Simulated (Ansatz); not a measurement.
Consider C$_{2}$H$_{5}$AlS.

```yaml
atoms:
  - { symbol: Al, position_ang: [-0.9048, 1.1910, 0.2952] }
  - { symbol: C, position_ang: [0.6386, 0.2319, -0.4624] }
  - { symbol: C, position_ang: [0.7139, -1.1034, 0.1464] }
  - { symbol: S, position_ang: [-0.7760, -0.9512, -0.9099] }
  - { symbol: H, position_ang: [-1.6237, 2.3072, -0.5730] }
  - { symbol: H, position_ang: [-1.1712, 0.9027, 1.8356] }
  - { symbol: H, position_ang: [1.2954, 0.4301, -1.3167] }
  - { symbol: H, position_ang: [0.4843, -1.2206, 1.2126] }
  - { symbol: H, position_ang: [1.4320, -1.8338, -0.2451] }
```

Method: UKS PBE0-D4/def2-SVP (Ansatz).

What can the converged electron density and electron localisation function tell about the bonding?

C–C (1.47 Å): the density is about 1.8 e/Å³ at the midpoint; the ELF peaks at about 0.95 between the atoms; a covalent bond.
C–Al (1.97 Å): ρ is about 0.67 e/Å³ halfway; the ELF peaks at about 0.95 between the atoms: a shared but strongly polarised pair.
C–H (1.10 Å): the density is about 1.9 e/Å³ at the midpoint; the ELF climbs to about 1 towards the hydrogen, as it does in any bond to H: an ordinary covalent bond to hydrogen.

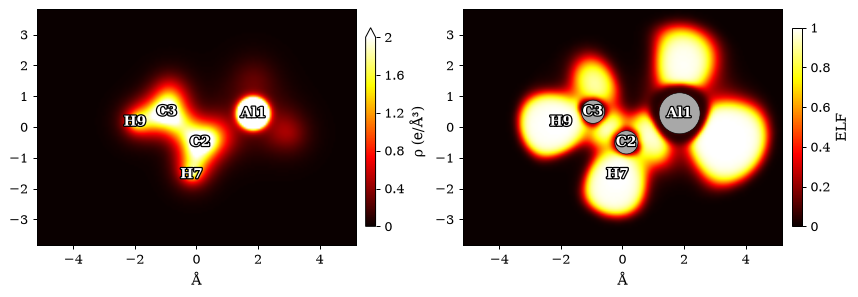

Computed electron density and electron localisation function on the plane of atoms Al1, C2 and C3, in this order. Grey discs cover the atomic cores in the ELF map. 
